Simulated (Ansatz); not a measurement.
# Calculations on C2H10BN

## 1. Relaxation

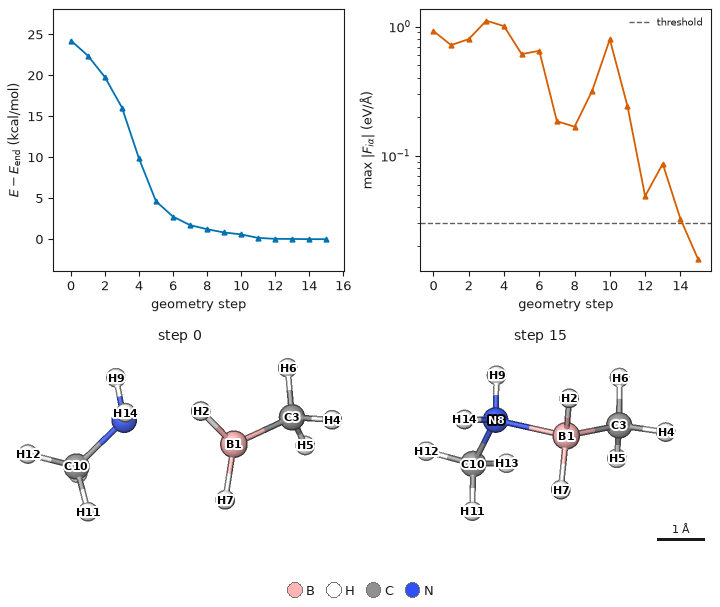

First and last geometry of a relaxation of C2H10BN, with the history of the run. A ball-and-stick model, seen at a tilt.

The run prepares an end point of a later path (reaction) calculation, from a guessed geometry.

The calculation used Ansatz, RKS B3LYP/6-31G*.

Input
```yaml
crystal:
  periodic: [false, false, false]
  atoms:
    - { symbol: B, position_ang: [0.260491, -0.291966, -0.29959] }
    - { symbol: H, position_ang: [-0.041352, -0.2757, 0.857578] }
    - { symbol: C, position_ang: [1.715095, -0.654518, -0.761822] }
    - { symbol: H, position_ang: [1.730415, -1.751943, -0.896549] }
    - { symbol: H, position_ang: [1.98281, -0.224982, -1.735265] }
    - { symbol: H, position_ang: [2.501447, -0.421013, -0.034076] }
    - { symbol: H, position_ang: [-0.627685, -0.172581, -1.096604] }
    - { symbol: "N", position_ang: [0.121177, 2.2905, 0.597397] }
    - { symbol: H, position_ang: [0.850008, 2.687425, 1.18956] }
    - { symbol: C, position_ang: [-0.819613, 3.315153, 0.140634] }
    - { symbol: H, position_ang: [-1.565541, 2.850352, -0.516504] }
    - { symbol: H, position_ang: [-1.35704, 3.846333, 0.947001] }
    - { symbol: H, position_ang: [-0.275349, 4.058521, -0.455104] }
    - { symbol: H, position_ang: [-0.349263, 1.551121, 1.153943] }
basis:
  gaussian: { orbitals: "6-31G*" }
hamiltonian:
  xc: b3lyp
relax:
  f_tol: 0.03
  max_steps: 50
output:
  orbitals: {}
```

Launched with:
```bash
ansatz run input.yaml --threads 1 --pin off --max-ram 2048MiB --backend cpu --events-out ev --progress --plain --runs-dir out
```

### What do the curves and the structures tell?

It converged. Over 15 geometry steps the energy falls by 24.3 kcal/mol. Largest force component: 0.92 eV/Å at the start, 0.016 eV/Å at the end. H13 moves most after the best rigid fit: 1.50 Å. Largest moves by element: H 1.50 Å, C 0.81 Å, N 0.71 Å, B 0.62 Å. Some distances before and after: B1–N8 2.737 → 1.674 Å, B1–C3 1.569 → 1.616 Å, B1–H2 1.196 → 1.217 Å, N8–C10 1.464 → 1.484 Å. New bonds form, among them: B1–N8 (2.74 → 1.67 Å). Among the angles between lasting bonds that change: H2–B1–C3 121.5° → 113.8°, C3–B1–H7 120.9° → 115.0°, H2–B1–H7 117.0° → 112.3°.

## 2. Relaxation

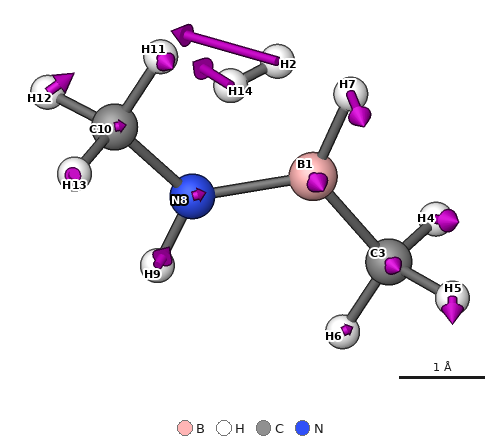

This is a relaxation of C$_{2}$H$_{10}$BN. The starting structure is drawn; purple arrows show the displacements, at their true length. The two geometries are superimposed by the best rigid fit.

The picture is a ball-and-stick view, seen from a free direction.

The run prepares an end point of a later path (reaction) calculation, from a guessed geometry.

Computed with RKS B3LYP/6-31G* (Ansatz 0.2.0).

Input file:
```yaml
crystal:
  periodic: [false, false, false]
  atoms:
    - { symbol: B, position_ang: [0.354666, 0.689918, -0.595957] }
    - { symbol: H, position_ang: [-0.510033, -0.226316, 1.452343] }
    - { symbol: C, position_ang: [1.637467, -0.223809, -0.581349] }
    - { symbol: H, position_ang: [1.41667, -1.204315, -0.139987] }
    - { symbol: H, position_ang: [1.962346, -0.426864, -1.61133] }
    - { symbol: H, position_ang: [2.492242, 0.203625, -0.042758] }
    - { symbol: H, position_ang: [-0.671212, 0.347984, -1.113425] }
    - { symbol: "N", position_ang: [0.372846, 2.043219, -0.024309] }
    - { symbol: H, position_ang: [1.224671, 2.375313, 0.412691] }
    - { symbol: C, position_ang: [-0.717605, 3.000536, -0.02057] }
    - { symbol: H, position_ang: [-1.572538, 2.56561, -0.544207] }
    - { symbol: H, position_ang: [-1.039936, 3.258999, 0.99899] }
    - { symbol: H, position_ang: [-0.445405, 3.933799, -0.532563] }
    - { symbol: H, position_ang: [-0.378577, 0.469001, 1.433031] }
basis:
  gaussian: { orbitals: "6-31G*" }
hamiltonian:
  xc: b3lyp
relax:
  f_tol: 0.03
  max_steps: 50
```

Launched with:
```bash
ansatz run input.yaml --threads 1 --pin off --max-ram 2048MiB --backend cpu --events-out ev --progress --plain --runs-dir out
```

> Which element moves most?

Hydrogen: up to 1.60 Å, against 0.38 Å for boron.

> What did the optimiser do to the structure, and how much energy did it gain?

H2 moves most after the best rigid fit: 1.60 Å. By element the largest moves are H 1.60 Å, B 0.38 Å, C 0.28 Å, N 0.18 Å. Among the contacts that change: B1–N8 1.469 → 1.398 Å, H2–H14 0.708 → 0.744 Å, B1–C3 1.575 → 1.580 Å, N8–C10 1.451 → 1.455 Å. Over 20 accepted moves (21 points after the start) the energy falls by 0.408 eV. The largest force component goes from 2.3 to 0.022 eV/Å. The line search rejected the trial step at point 5 of the run. The forces were under the threshold at step 10, but the run went on from there. Cost: 81 s on 1 thread of Arm Neoverse V1, with other jobs on the host, peak memory 0.15 GiB.

## 3. Path

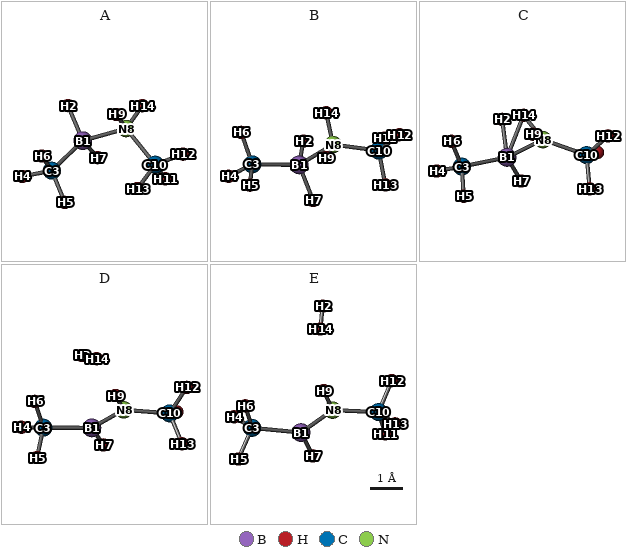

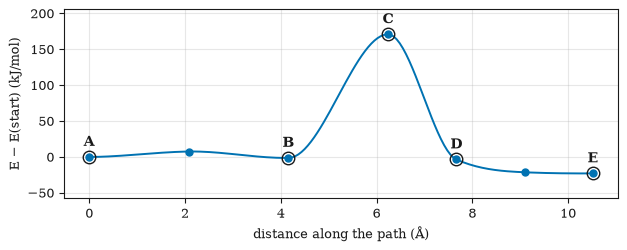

A nudged-elastic-band calculation for C$_{2}$H$_{10}$BN. Images are numbered from 0 (start) to 6 (end). Frames A to E are images 0, 2, 3, 4, 6. The picture is a ball-and-stick view, seen from a free direction.

All numbers below come from RKS B3LYP/6-31G* (Ansatz 0.2.0). Settings: 5 movable images; climbing image; force threshold 0.03 eV/Å; iteration limit 60; starting path through a guess of the saddle point.

> Describe the mechanism and the energy profile.

The energy climbs by 170.9 kJ/mol to image 3 and then falls by 193.8 kJ/mol, so the end point sits at −22.9 kJ/mol. The profile has 2 maxima (images 1, 3) with a dip at image 2 (−1.3 kJ/mol), so the process runs in steps. The path has more than one stage, and so few images may leave a stage unresolved. Breaking: B1–H2 (1.22 → 1.41 at the top → 4.10 Å), N8–H14 (1.02 → 1.40 at the top → 2.90 Å). Forming: H2–H14 (2.41 → 0.98 at the top → 0.74 Å). The band converged in 40 iterations. The largest component of the band force went from 7.2 to 0.019 eV/Å. The climbing image converged on the top of the path. Its vibrational analysis gives one imaginary mode (1448i cm⁻¹), as a transition state must have.

The run took 12 min on 1 thread of Arm Neoverse V1, on a shared host, peak memory 0.17 GiB.
